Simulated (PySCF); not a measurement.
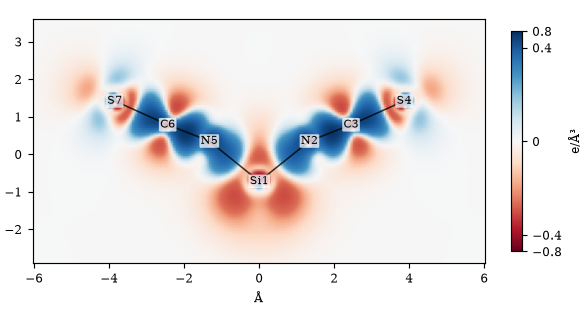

Figure. Si(NCS)2H2 (C₂H₂N₂S₂Si). Deformation density (molecule less spherical, spin-averaged free atoms) in the plane of Si1, N2, C3, S4, N5, C6 and S7; colour scale in e/Å³, logarithmic beyond ±0.1; blue: gain, red: loss.

PySCF calculation, TPSS/def2-SVPD, gas phase; geometry: GFN2-xTB. No frequency check shows the geometry to be a minimum. GFN2-xTB bond lengths at metals and heavier atoms can be off by up to 0.1 Å and shapes distorted, which carries into these values.

Coordinates in Å:

```
Si1     -0.0028    1.3539   -0.0002
N2       1.3358    0.2801   -0.0263
C3       2.4454   -0.1537   -0.0093
S4       3.8588   -0.7887    0.0058
N5      -1.3347    0.2798    0.0266
C6      -2.4441   -0.1543    0.0094
S7      -3.8574   -0.7896   -0.0059
H8      -0.0173    2.1134   -1.2429
H9       0.0180    2.1130    1.2438
```

> How much density has each bond in this plane gained at its critical point, relative to the free atoms?

N5–C6 and N2–C3: +0.67 e/Å³ at the bond critical point (bond length 1.19 Å). Si1–N5: +0.03 e/Å³ at the bond critical point (bond length 1.71 Å); up to 0.6 Å beside the axis the gain reaches +0.36 e/Å³. Si1–N2: +0.03 e/Å³ at the bond critical point (bond length 1.72 Å); up to 0.6 Å beside the axis the gain reaches +0.36 e/Å³. C3–S4 and C6–S7: 0.00 e/Å³ at the bond critical point (bond length 1.55 Å); up to 0.6 Å beside the axis the gain reaches +0.53 e/Å³. In all, 2.2 electrons gather in the regions of gain relative to the promolecule. A small or negative value marks a very polar bond, one between electron-rich atoms, whose free-atom densities already overlap strongly, a long bond to a heavier atom, or a closed-shell contact such as a hydrogen bond.

> Where do the Hirshfeld charges lie?

The highest Hirshfeld charge is on Si1 (+0.46 e), the lowest on N2 and N5 (−0.17 e).

```tsv
atom	charge (e)
Si1	+0.46
N2	−0.17
C3	+0.09
S4	−0.09
N5	−0.17
C6	+0.09
S7	−0.09
H8	−0.06
H9	−0.06
```
